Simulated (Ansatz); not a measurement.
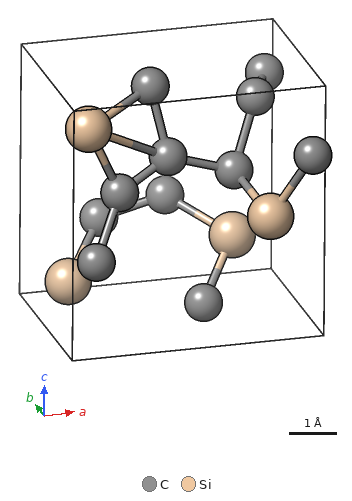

Starting frame of a dynamics run of an amorphous cell of composition Si₄C₁₁ (15 atoms in the cell). It starts from the last geometry of an earlier run, with fresh velocities. A ball-and-stick model of the simulation cell, seen slightly off an axis. Bonds to atoms that aren't drawn are left out.

Level of theory: DFT PBE, scalar-relativistic, plane waves, PAW in Ansatz 0.2.0.

The input:
```yaml
crystal:
  lattice:
    - [5.568485, 0.167797, 0.071149]
    - [0.167797, 5.474915, -0.094329]
    - [0.071149, -0.094329, 5.583751]
  atoms:
    - { symbol: C, position: [0.9254175574, 0.8008939314, 0.8461621337] }
    - { symbol: C, position: [0.2600041196, 0.3594009628, 0.5503176642] }
    - { symbol: C, position: [0.565174397, 0.9513660231, 0.3520694269] }
    - { symbol: C, position: [0.6330782967, 0.5311016156, 0.0267378218] }
    - { symbol: C, position: [0.8322140198, 0.5268599716, 0.8333885965] }
    - { symbol: C, position: [0.3110183378, 0.9888744219, 0.2771315786] }
    - { symbol: C, position: [0.9537589397, 0.011009419, 0.7238783026] }
    - { symbol: C, position: [0.7339901696, 0.454161057, 0.568620481] }
    - { symbol: C, position: [0.4039345792, 0.4791793597, 0.9311079705] }
    - { symbol: C, position: [0.4677573968, 0.4350909641, 0.6536710329] }
    - { symbol: C, position: [0.1388123389, 0.2165615747, 0.322165803] }
    - { symbol: Si, position: [0.1237185444, 0.3095237326, 0.8321327489] }
    - { symbol: Si, position: [0.1474984926, 0.7825179035, 0.0926661081] }
    - { symbol: Si, position: [0.7814463896, 0.7013642823, 0.2376034884] }
    - { symbol: Si, position: [0.8130500647, 0.1332047159, 0.461115976] }
  symmetry: { detect: false }
basis:
  ecutwfc: 420
  xc_grid: 1
kpoints:
  mp_grid: { grid: [1, 1, 1], shift: [0.25, 0.25, 0.25] }
hamiltonian:
  xc: pbe
scf:
  occupations: { method: fermi_dirac, width: 0.1379 }
  lower_state_search: "off"
  convergence: { dr2_threshold: 1.0e-05 }
output:
  forces: true
  stress: true
md:
  timestep: 2.0
  n_steps: 119
  ensemble: nvt_langevin
  friction: 0.015
  temperature: 1600.0
  initial_velocities: maxwell_boltzmann
  seed: 67533
```

Run as
```bash
ansatz run input.yaml --threads 2 --pin off --max-ram 5120MiB --backend cpu --events-out ev --progress --plain --runs-dir out
```

Predict how the run goes.

Over the second half the temperature averages 1609 K (spread ±303 K). The potential energy in the second half lies on average 87.9 meV per atom below the first frame. The mean pressure there is 1.8 GPa. In the second half of the run the atoms are, in the root-mean-square, this far from where they began (common drift taken out): C 0.38 Å, Si 0.35 Å. Against the typical shortest distance between atoms in the first frame, about 1.5 Å these are large excursions, but over 238 fs one can't yet tell strong vibration from the start of diffusion.

Along the run (each row but the first and the last is the mean over the interval that it begins):

```json
{"time (fs)": "0.0", "potential energy (meV/atom)": "0.0", "T (K)": "1493", "p (GPa)": "-2.5"}
{"time (fs)": "22.0", "potential energy (meV/atom)": "-53.2", "T (K)": "1621", "p (GPa)": "1.3"}
{"time (fs)": "44.0", "potential energy (meV/atom)": "-98.4", "T (K)": "1781", "p (GPa)": "3.8"}
{"time (fs)": "66.0", "potential energy (meV/atom)": "-107.5", "T (K)": "1360", "p (GPa)": "-3.2"}
{"time (fs)": "88.0", "potential energy (meV/atom)": "-136.1", "T (K)": "1331", "p (GPa)": "-7.7"}
{"time (fs)": "110.0", "potential energy (meV/atom)": "-126.3", "T (K)": "1507", "p (GPa)": "1.1"}
{"time (fs)": "132.0", "potential energy (meV/atom)": "-98.3", "T (K)": "1514", "p (GPa)": "4.6"}
{"time (fs)": "154.0", "potential energy (meV/atom)": "-86.9", "T (K)": "1399", "p (GPa)": "4.4"}
{"time (fs)": "176.0", "potential energy (meV/atom)": "-95.3", "T (K)": "1465", "p (GPa)": "2.8"}
{"time (fs)": "198.0", "potential energy (meV/atom)": "-61.7", "T (K)": "1914", "p (GPa)": "-1.5"}
{"time (fs)": "220.0", "potential energy (meV/atom)": "-9.4", "T (K)": "1348", "p (GPa)": "-4.1"}
```

The paths of the atoms:

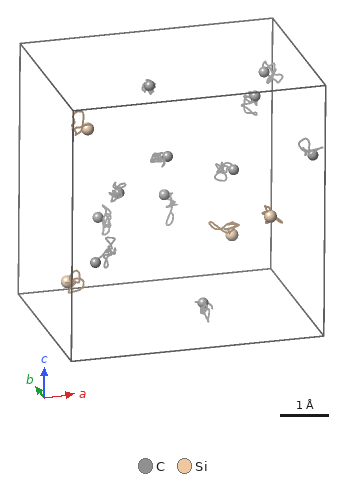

Limits of the set-up: the periodic images lie only 5.5 Å apart, so the values are limited by the cell's size.

The run took 4.1 min on 2 threads of Intel(R) Xeon(R) Processor @ 2.50GHz (Skylake/Cascade Lake), on a shared host, peak memory 0.34 GiB.
